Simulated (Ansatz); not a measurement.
# A computed series for hypothetical CsCl type NbP: response to strain

Consider NbP in the CsCl type structure (space group Pm-3m, No. 221; a = 3.079 Å; a hypothetical phase, not in the database extracts checked; relaxed with 0.1 eV smearing). Axes: x, y, z lie along the cube axes.

Strains are applied to the cell and any free atomic positions relax; under biaxial strain the out-of-plane vector relaxes too.

Level of theory: Ansatz (an electronic-structure program) PBEsol, spin-orbit coupling left out.

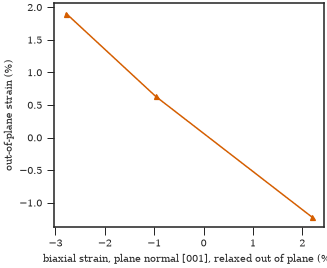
Figure: Out-of-plane strain against biaxial strain, plane normal [001], relaxed out of plane

```tsv
biaxial strain, plane normal [001], relaxed out of plane (%)	out-of-plane strain
-2.78	+1.90 %
-0.97	+0.63 %
2.19	-1.22 %
```

Stability against distortions was not tested. The final runs are not spin-polarised.
